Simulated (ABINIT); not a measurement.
# Beyond one shot: TaAgO3 (Pm-3m)

Wanted: G0W0 and self-consistent gaps of TaAgO3 (Pm-3m), with the cost of the cycles.

Calculated with ABINIT 10.8.3; PBEsol and many-body steps on it, plane waves.

## (1) The structure

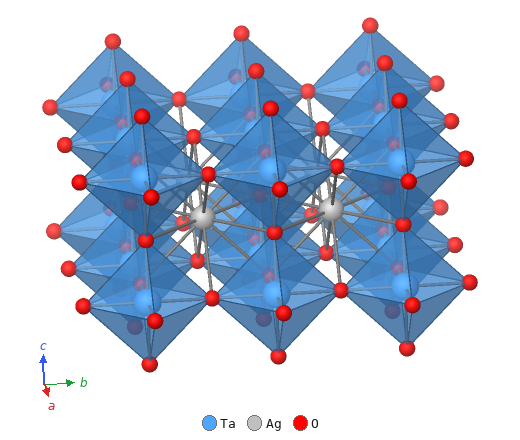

The starting structure, seen slightly off an axis (tantalum blue, silver light grey, oxygen red). 2×2×1 cells are drawn. Some periodic images of atoms are drawn too.

The cell and positions are those that the Materials Project relaxed with its own functionals (PBE, PBE+U or r2SCAN), kept fixed. Spin-orbit coupling is left out unless a step names it.

## (2) Empty states on the mesh, 2×2×2 mesh, 55 bands

This step: ABINIT 10.8.3; DFT, PBEsol, plane waves, norm-conserving pseudopotentials.

The sums over transitions need many empty states on a uniform mesh; this step solves for them.

run.abi

```
acell 3*1.0 Angstrom
rprim 
  3.999370000000 0.000000000000 0.000000000000
  0.000000000000 3.999370000000 0.000000000000
  0.000000000000 0.000000000000 3.999370000000
ntypat 3
znucl 73 47 8
natom 5
typat 1 2 3 3 3
xred 
  0.000000000000 0.000000000000 0.000000000000
  0.500000000000 0.500000000000 0.500000000000
  0.000000000000 0.000000000000 0.500000000000
  0.000000000000 0.500000000000 0.000000000000
  0.500000000000 0.000000000000 0.000000000000
pp_dirpath "pseudos"
pseudos "Ta.upf, Ag.upf, O.upf"
ecut 37
ngkpt 2 2 2
nshiftk 1
shiftk 0 0 0
kptopt 1
chksymbreak 0
iscf -2
irdden 1
istwfk *1
nband 55
nbdbuf 4
tolwfr 1e-09
nstep 60
prtvol 0
indata_prefix "in"
outdata_prefix "out"
tmpdata_prefix "tmp"
```

Command:

```sh
$ OMP_NUM_THREADS=1 mpirun -n 4 abinit run.abi > log
```

Numbers of over 12 decimals in the logs are rounded to 6 here.

Log:

```text
.Version 10.8.3 of ABINIT. v10.8.2 released Aug 2026.

 Symmetries : space group Pm -3 m (#221); Bravais cP (primitive cubic)
[... echo of the input left out ...]
== DATASET  1 ==================================================================
-   mpi_nproc: 4, omp_nthreads: 1 (-1 if OMP is not activated)

--- !DatasetInfo
iteration_state: {dtset: 1, }
dimensions: {natom: 5, nkpt: 4, mband: 55, nsppol: 1, nspinor: 1, nspden: 1, mpw: 4697, }
cutoff_energies: {ecut:  37.0, pawecutdg:  -1.0, }
[...]
0.65646    0.65646    0.66589    0.68018    0.68018    0.95342    0.95342    0.95342
   0.96620    0.99070    0.99070    0.99070    1.03324    1.03324    1.03324    1.09181
   1.20828    1.20828    1.20828    1.35813    1.35813    1.35818    1.40613
 prteigrs : prtvol=0 or 1, do not print more k-points.

== END DATASET(S) ==============================================================
================================================================================

 -outvars: echo values of variables after computation  --------
            nband          55
             nkpt           4
          spgroup         221
 [... the other variables as echoed above ...]

 Calculation completed.
```

Run time: 10 s. Hardware: 4 MPI ranks of Arm Neoverse V1, shared host; peak memory 0.28 GiB.

Numbers from this step:

```
gap                                                           : 1.588 eV
k of the valence top                                          : 0.5, 0.5, 0
k of the conduction bottom                                    : 0, 0, 0
least direct gap                                              : 2.171 eV
k points computed                                             : 4
lowest point of the top converged band, above the valence top : 26.82 eV
```

On this mesh the gap is 1.588 eV.

The density comes from a self-consistent run that is not shown.

## (3) Screening, 2×2×2 mesh, 51 bands, screening to 87.1 eV

The RPA dielectric matrix is built and inverted for each q.

This step: RPA screening on PBEsol, plane waves, norm-conserving pseudopotentials.

Edit run.abi of step 2 so:

```diff
@@ -23,10 +23,11 @@
 chksymbreak 0
-iscf -2
-irdden 1
 istwfk *1
-nband 55
-nbdbuf 4
-tolwfr 1e-09
-nstep 60
-prtvol 0
+occopt 1
+irdwfk 1
+optdriver 3
+nband 51
+ecuteps 3.2
+inclvkb 2
+awtr 1
+symchi 1
 indata_prefix "in"
```

Log:

```text
.Version 10.8.3 of ABINIT. v10.8.2 released Aug 2026.

 Symmetries : space group Pm -3 m (#221); Bravais cP (primitive cubic)
[... echo of the input left out ...]
== DATASET  1 ==================================================================
-   mpi_nproc: 4, omp_nthreads: 1 (-1 if OMP is not activated)

--- !DatasetInfo
iteration_state: {dtset: 1, }
dimensions: {natom: 5, nkpt: 4, mband: 51, nsppol: 1, nspinor: 1, nspden: 1, mpw: 4697, }
cutoff_energies: {ecut:  37.0, pawecutdg:  -1.0, }
electrons: {nelect:   5.00000000E+01, charge:   0.00000000E+00, occopt:   1.00000000E+00, tsmear:   1.00000000E-02, }

 SCREENING: Calculation of the susceptibility and dielectric matrices

 Based on a program developped by R.W. Godby, V. Olevano, G. Onida, and L. Reining.
 Incorporated in ABINIT by V. Olevano, G.-M. Rignanese, and M. Torrent.
.Using double precision arithmetic ; gwpc =  8

[... cell and pseudopotentials left out ...]
--------------------------------------------------------------------------------

 ==== K-mesh for the wavefunctions ====
 Number of points in the irreducible wedge :     4
[... list of points left out ...]
 Together with 48 symmetry operations and time-reversal symmetry
 yields     8 points in the full Brillouin Zone.

 ==== Q-mesh for the screening function ====
 Number of points in the irreducible wedge :     4
[... list of points left out ...]
 Together with 48 symmetry operations and time-reversal symmetry
 yields     8 points in the full Brillouin Zone.

 setmesh: FFT mesh size selected  =    27x   27x   27
          total number of points  =        19683

 vcoul_init : cutoff-mode = AUXILIARY_FUNCTION
 q-points for optical limit:   1
     1)      0.000010    0.000020    0.000030

- screening: taking advantage of time-reversal symmetry
- Maximum band index for partially occupied states nbvw = 25
- Remaining bands to be divided among processors   nbcw = 26
- Number of bands treated by each node ~6

 Number of electrons calculated from density =   50.0000; Expected =   50.0000
 average of density, n =  0.115824
 r_s =    1.2726
 omega_plasma =   32.8288 [eV]

 calculating chi0 at frequencies [eV] :
  1    0.000000E+00    0.000000E+00
  2    0.000000E+00    3.282879E+01

--------------------------------------------------------------------------------
  q-point number  1        q = ( 0.000000, 0.000000, 0.000000) [r.l.u.]
--------------------------------------------------------------------------------
[... chi0 elements left out ...]
 For q-point:  0.000010 0.000020 0.000030
  dielectric constant =  11.4899
  dielectric constant without local fields =  11.8912

  Average fulfillment of the sum rule on Im[epsilon] for q-point    1 :     25.37  [%]
[... wings left out ...]
  q-point number  2        q = ( 0.500000, 0.000000, 0.000000) [r.l.u.]
--------------------------------------------------------------------------------
[... chi0 elements left out ...]
  Average fulfillment of the sum rule on Im[epsilon] for q-point    2 :     36.21  [%]

 [... 2 further q-points ...]
```

It took 7.2 s on 4 MPI ranks; peak memory 0.59 GiB; 28 s of CPU time.

This step gave:

- ε∞ with local fields, on this mesh, along the program's q direction: 11.49
- the same without local fields: 11.89
- plasma frequency: 32.83 eV
- plane waves in the screening matrix: 123

Local fields lower ε∞ by 3 %. On a Γ-centred mesh this coarse the value itself is usually too large, while a short band sum pulls it down.

## (4) G0W0

The self-energy is evaluated for the states that the input lists, and the levels follow from it, in one-shot runs by the linearised quasiparticle equation.

This step: G0W0 on PBEsol, plane waves, norm-conserving pseudopotentials.

Edit run.abi of step 3 so:

```diff
@@ -26,8 +26,19 @@
 irdwfk 1
-optdriver 3
+optdriver 4
 nband 51
+gwcalctyp 0
+ecutsigx 37
+symsigma 1
+nkptgw 3
+kptgw 
+  0.5000000000 0.5000000000 0.0000000000
+  0.0000000000 0.0000000000 0.0000000000
+  0.5000000000 0.0000000000 0.0000000000
+bdgw 
+  23 27
+  23 29
+  24 28
 ecuteps 3.2
-inclvkb 2
-awtr 1
-symchi 1
+irdscr 1
+ppmodel 1
 indata_prefix "in"
```

Log:

```text
.Version 10.8.3 of ABINIT. v10.8.2 released Aug 2026.

 Symmetries : space group Pm -3 m (#221); Bravais cP (primitive cubic)
[... echo of the input left out ...]
== DATASET  1 ==================================================================
-   mpi_nproc: 4, omp_nthreads: 1 (-1 if OMP is not activated)

--- !DatasetInfo
iteration_state: {dtset: 1, }
dimensions: {natom: 5, nkpt: 4, mband: 51, nsppol: 1, nspinor: 1, nspden: 1, mpw: 4697, }
cutoff_energies: {ecut:  37.0, pawecutdg:  -1.0, }
electrons: {nelect:   5.00000000E+01, charge:   0.00000000E+00, occopt:   1.00000000E+00, tsmear:   1.00000000E-02, }

 SIGMA: Calculation of the GW corrections

 Based on a program developped by R.W. Godby, V. Olevano, G. Onida, and L. Reining.
 Incorporated in ABINIT by V. Olevano, G.-M. Rignanese, and M. Torrent.
.Using double precision arithmetic ; gwpc =  8

[... cell and pseudopotentials left out ...]
--------------------------------------------------------------------------------

 ==== K-mesh for the wavefunctions ====
 Number of points in the irreducible wedge :     4
[... list of points left out ...]
 Together with 48 symmetry operations and time-reversal symmetry
 yields     8 points in the full Brillouin Zone.

 ==== Q-mesh for screening function ====
 Number of points in the irreducible wedge :     4
[... list of points left out ...]
 Together with 48 symmetry operations and time-reversal symmetry
 yields     8 points in the full Brillouin Zone.

 vcoul_init : cutoff-mode = AUXILIARY_FUNCTION
 q-points for optical limit:   1
     1)      0.000010    0.000020    0.000030
 setmesh: FFT mesh size selected  =    45x   45x   45
          total number of points  =        91125

 Number of electrons calculated from density =   50.0000; Expected =   50.0000
 average of density, n =  0.115824
 r_s =    1.2726
 omega_plasma =   32.8288 [eV]

 === KS Band Gaps ===
  >>>> For spin  1
   Minimum direct gap =   2.1713 [eV], located at k-point      :   0.5000  0.0000  0.0000
   Fundamental gap    =   1.5877 [eV], Top of valence bands at :   0.5000  0.5000  0.0000
                                       Bottom of conduction at :   0.0000  0.0000  0.0000
 SIGMA fundamental parameters:
 PLASMON POLE MODEL  1
 number of plane-waves for SigmaX                 4697
 number of plane-waves for SigmaC and W            123
 number of plane-waves for wavefunctions          4697
 number of bands                                    51
 number of independent spin polarizations            1
 number of spinorial components                      1
 number of k-points in IBZ                           4
 number of q-points in IBZ                           4
 number of symmetry operations                      48
 number of k-points in BZ                            8
 number of q-points in BZ                            8
 number of frequencies for dSigma/dE                 9
 frequency step for dSigma/dE [eV]                0.25
 number of omega for Sigma on real axis              0
 max omega for Sigma on real axis  [eV]           0.00
 zcut for avoiding poles [eV]                     0.10

 EPSILON^-1 parameters (SCR file):
 dimension of the eps^-1 matrix on file            123
 dimension of the eps^-1 matrix used               123
 number of plane-waves for wavefunctions          4697
 number of bands                                    51
 number of q-points in IBZ                           4
 number of frequencies                               2
 number of real frequencies                          1
 number of imag frequencies                          1

 matrix elements of self-energy operator (all in [eV])

 Perturbative Calculation

--- !SelfEnergy_ee
iteration_state: {dtset: 1, }
kpoint     : [   0.500,    0.500,    0.000, ]
spin       : 1
KS_gap     :    4.691
QP_gap     :    6.414
Delta_QP_KS:    1.723
data: !SigmaeeData |
     Band     E0 <VxcDFT>   SigX SigC(E0)      Z dSigC/dE  Sig(E)    E-E0       E
       23   5.502 -23.721 -29.563   5.554   0.787  -0.270 -23.948  -0.226   5.275
       24   5.502 -23.721 -29.563   5.554   0.787  -0.270 -23.948  -0.227   5.275
       25   6.058 -21.399 -26.342   5.407   0.771  -0.298 -21.041   0.358   6.416
       26  10.749 -17.780 -11.510  -3.643   0.792  -0.263 -15.699   2.081  12.830
       27  10.749 -17.780 -11.510  -3.643   0.792  -0.263 -15.699   2.081  12.830

--- !SelfEnergy_ee
iteration_state: {dtset: 1, }
kpoint     : [   0.000,    0.000,    0.000, ]
spin       : 1
KS_gap     :    2.709
QP_gap     :    3.556
Delta_QP_KS:    0.847
data: !SigmaeeData |
     Band     E0 <VxcDFT>   SigX SigC(E0)      Z dSigC/dE  Sig(E)    E-E0       E
       23   4.936 -20.181 -25.375   5.683   0.768  -0.301 -19.805   0.376   5.312
[...]
--- !SelfEnergy_ee
iteration_state: {dtset: 1, }
kpoint     : [   0.500,    0.000,    0.000, ]
spin       : 1
KS_gap     :    2.171
QP_gap     :    4.060
Delta_QP_KS:    1.889
data: !SigmaeeData |
     Band     E0 <VxcDFT>   SigX SigC(E0)      Z dSigC/dE  Sig(E)    E-E0       E
[...]
26   8.058 -14.934  -8.814  -3.822   0.825  -0.213 -13.039   1.894   9.952
       27  10.688 -17.776 -11.640  -3.546   0.791  -0.264 -15.727   2.049  12.737
       28  10.688 -17.776 -11.640  -3.546   0.791  -0.264 -15.727   2.049  12.737

== END DATASET(S) ==============================================================
================================================================================

 -outvars: echo values of variables after computation  --------
           etotal      0.0000000000E+00
            nband          51
             nkpt           4
          spgroup         221
 [... the other variables as echoed above ...]

 Calculation completed.
```

Run time: 5.6 s. Hardware: 4 MPI ranks; peak memory 0.27 GiB; 22 s of CPU time.

Numbers from this step:

| Quantity | Value |
| --- | --- |
| G0W0 gap on the points computed | 2.452 eV |
| starting gap on the mesh | 1.588 eV |
| k of the valence top | 0.5, 0.5, 0 |
| k of the conduction bottom | 0, 0, 0 |
| Z at the valence top | 0.771 |
| Z at the conduction bottom | 0.834 |
| least direct G0W0 gap on the computed points | 3.556 eV |

The gap on the mesh goes from 1.59 eV to 2.45 eV, a correction of +0.86 eV.

## (5) QSGW, cycle 1

This step: QSGW on PBEsol, plane waves, norm-conserving pseudopotentials.

Edit run.abi of step 4 so:

```diff
@@ -28,14 +28,16 @@
 nband 51
-gwcalctyp 0
+gwcalctyp 28
 ecutsigx 37
-symsigma 1
-nkptgw 3
+symsigma 0
+nkptgw 4
 kptgw 
-  0.5000000000 0.5000000000 0.0000000000
   0.0000000000 0.0000000000 0.0000000000
   0.5000000000 0.0000000000 0.0000000000
+  0.5000000000 0.5000000000 0.0000000000
+  0.5000000000 0.5000000000 0.5000000000
 bdgw 
-  23 27
-  23 29
-  24 28
+  12 34
+  12 34
+  12 34
+  12 34
 ecuteps 3.2
@@ -43,2 +45,3 @@
 ppmodel 1
+rhoqpmix 0.3
 indata_prefix "in"
```

Log:

```text
.Version 10.8.3 of ABINIT. v10.8.2 released Aug 2026.

 Symmetries : space group Pm -3 m (#221); Bravais cP (primitive cubic)
[... echo of the input left out ...]
== DATASET  1 ==================================================================
-   mpi_nproc: 4, omp_nthreads: 1 (-1 if OMP is not activated)

--- !DatasetInfo
iteration_state: {dtset: 1, }
dimensions: {natom: 5, nkpt: 4, mband: 51, nsppol: 1, nspinor: 1, nspden: 1, mpw: 4697, }
cutoff_energies: {ecut:  37.0, pawecutdg:  -1.0, }
electrons: {nelect:   5.00000000E+01, charge:   0.00000000E+00, occopt:   1.00000000E+00, tsmear:   1.00000000E-02, }

 SIGMA: Calculation of the GW corrections

 Based on a program developped by R.W. Godby, V. Olevano, G. Onida, and L. Reining.
 Incorporated in ABINIT by V. Olevano, G.-M. Rignanese, and M. Torrent.
.Using double precision arithmetic ; gwpc =  8

[... cell and pseudopotentials left out ...]
--------------------------------------------------------------------------------

 ==== K-mesh for the wavefunctions ====
 Number of points in the irreducible wedge :     4
[... list of points left out ...]
 Together with 48 symmetry operations and time-reversal symmetry
 yields     8 points in the full Brillouin Zone.

 ==== Q-mesh for screening function ====
 Number of points in the irreducible wedge :     4
[... list of points left out ...]
 Together with 48 symmetry operations and time-reversal symmetry
 yields     8 points in the full Brillouin Zone.

 vcoul_init : cutoff-mode = AUXILIARY_FUNCTION
 q-points for optical limit:   1
     1)      0.000010    0.000020    0.000030
 setmesh: FFT mesh size selected  =    45x   45x   45
          total number of points  =        91125

 Number of electrons calculated from density =   50.0000; Expected =   50.0000
[...]
--- !SelfEnergy_ee
iteration_state: {dtset: 1, }
kpoint     : [   0.500,    0.500,    0.000, ]
spin       : 1
KS_gap     :    4.691
QP_gap     :    6.856
Delta_QP_KS:    2.164
data: !SigmaeeData |
     Band     E_DFT   <VxcDFT>   E(N-1)  <Hhartree>   SigX  SigC[E(N-1)]    Z     dSigC/dE  Sig[E(N)]  DeltaE  E(N)_pert E(N)_diago
[...]
--- !SelfEnergy_ee
iteration_state: {dtset: 1, }
kpoint     : [   0.500,    0.500,    0.500, ]
spin       : 1
KS_gap     :    3.649
QP_gap     :    4.781
Delta_QP_KS:    1.132
data: !SigmaeeData |
     Band     E_DFT   <VxcDFT>   E(N-1)  <Hhartree>   SigX  SigC[E(N-1)]    Z     dSigC/dE  Sig[E(N)]  DeltaE  E(N)_pert E(N)_diago
[...]
33    18.263   -20.965    18.263    39.228   -13.032    -4.385     1.000     0.000   -17.417     3.548    21.811    21.806
       34    18.263   -20.965    18.263    39.228   -13.032    -4.380     1.000     0.000   -17.412     3.553    21.816    21.826

 New Fermi energy :        2.892298E-01 Ha ,    7.870344E+00 eV

 === QP Band Gaps ===
  >>>> For spin  1
   Minimum direct gap =   3.6809 [eV], located at k-point      :   0.0000  0.0000  0.0000
   Fundamental gap    =   2.4813 [eV], Top of valence bands at :   0.5000  0.5000  0.0000
                                       Bottom of conduction at :   0.0000  0.0000  0.0000

 writing QP data on file : out_QPS

 Convergence of QP corrections
 >>>>> For spin  1 <<<<<
.  kptgw no:  1; Maximum DeltaE = (  -0.664   0.000) for band index: 19
.  kptgw no:  2; Maximum DeltaE = (   0.191   0.000) for band index: 20
.  kptgw no:  3; Maximum DeltaE = (  -0.288   0.000) for band index: 23
.  kptgw no:  4; Maximum DeltaE = (   0.679   0.000) for band index: 23

== END DATASET(S) ==============================================================
================================================================================

 -outvars: echo values of variables after computation  --------
           etotal      0.0000000000E+00
            nband          51
             nkpt           4
          spgroup         221
 [... the other variables as echoed above ...]

 Calculation completed.
```

The job ended after 15 s (4 MPI ranks; peak memory 1.2 GiB).

Numbers from this step:

| Quantity | Value |
| --- | --- |
| quasiparticle gap on the mesh | 2.481 eV |
| gap of the density functional on the mesh | 1.588 eV |
| k of the valence top | 0.5, 0.5, 0 |
| k of the conduction bottom | 0, 0, 0 |
| Z at the valence top | 1 |
| Z at the conduction bottom | 1 |
| least direct quasiparticle gap on the computed points | 3.681 eV |

Against G0W0 in ABINIT (2×2×2 mesh, 51 bands, screening to 87.1 eV, Godby-Needs plasmon pole), the gap moves by +0.029 eV.

(Continued in part 2 of 4.)

[Paths, hosts, dates, memory and timing lines, banners, echoed tables and standing remarks are left out of the program output.]

[Logs are printed without paths, hosts, clocks, repeated set-up lines and the standing remarks that a program may print on its own settings, such as how far it seeks lower states.]

[Runs of the session that timed out or met a known fault of the program may be left out.]

[Hosts, paths, dates, database ids (printed as entryN), source tags and the programs' standing remarks are cut or masked in the printed files.]

[G0W0 gaps are taken among the corrected bands and points alone; a level outside them can change the order at an edge.]

[Where Ansatz stands beside ABINIT at settings called matched, ABINIT's density can come from a denser mesh and the files from another edition; pairs whose starting gaps differed by over 0.03 eV were left out, so agreement reads better than it is.]
